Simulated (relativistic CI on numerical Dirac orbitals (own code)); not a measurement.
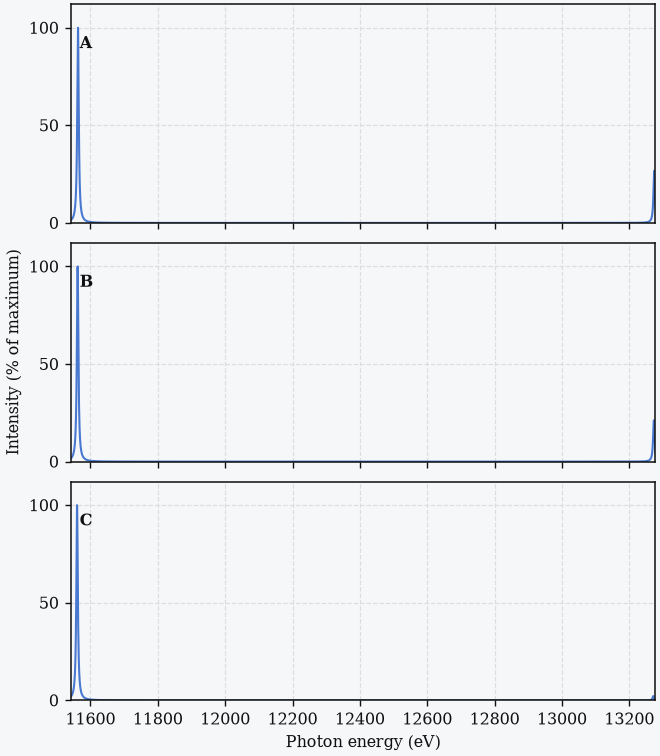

L₂,₃ X-ray absorption of Pt²⁺ (platinum, Z = 78), [Xe] 4f¹⁴ 5d⁸, in 3 environments. Multiplet model: relativistic Dirac–Coulomb–Breit theory, one configuration a step, Slater integrals scaled by 0.7, 300 K, Voigt broadening (Lorentzian 5 eV, Gaussian 1 eV full widths), computed with a radial Dirac CI code.

(1) a field of D4h symmetry with 10Dq = 21,000, Ds = −900, Dt = −700 cm⁻¹
(2) a field of D4h symmetry with 10Dq = 40,300, Ds = 1,180, Dt = 40 cm⁻¹
(3) no crystal field (free ion)

**Match the spectra to the environments.**

A is (2), maxima at 11562.9 eV (100) and 13273.8 eV (27); B is (1), maxima at 11561.8 eV (100) and 13272.8 eV (21); C is (3), maxima at 11560.2 eV (100) (heights in % of each maximum). The ground-state spin is S = 0.97 in all.

Caveat: free-ion energies, so absolute edge positions are off by a few eV from solids.
